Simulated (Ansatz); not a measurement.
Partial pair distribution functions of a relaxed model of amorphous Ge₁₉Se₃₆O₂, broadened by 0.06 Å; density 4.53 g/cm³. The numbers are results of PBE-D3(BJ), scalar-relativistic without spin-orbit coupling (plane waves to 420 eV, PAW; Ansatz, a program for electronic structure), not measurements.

A CHGNet melt-quench gave the starting glass, which DFT then relaxed. O atoms were pushed apart under 1.9 Å during the dynamics, to hinder bonds among them. The hot cell started wider than the set density and was brought back towards it in steps. It is the lowest in DFT energy of 3 quenches. It is a model cell: composition and starting density were chosen by hand, and all elements were melted together. The geometry includes D3(BJ) dispersion. Its density started from a set value of 4.24 and ended at 4.53 g/cm³. The simulated quench (nominally 150 K/ps over its main leg) is rapid and tends to freeze in more defects than a deposited or slowly cooled glass has. One small periodic cell is one sample of the glass; other quenches scatter about these values. Volume and shape were free in the relaxation.

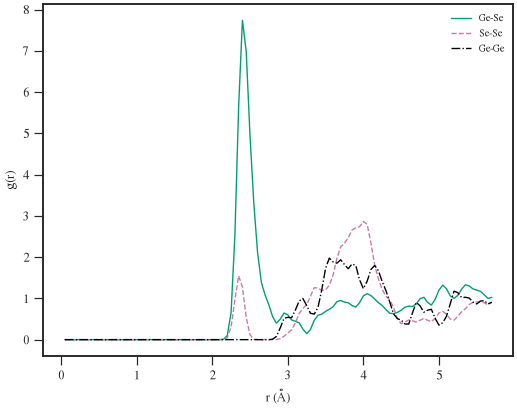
*Partial pair distribution functions*

Highest peaks under 4.5 Å: Ge-Se near 2.40 Å, Se-Se near 4.00 Å, Ge-Ge near 3.55 Å; pairs of few atoms are noisy.

Within 2.81 Å each Ge has 3.37 Se neighbours on average.
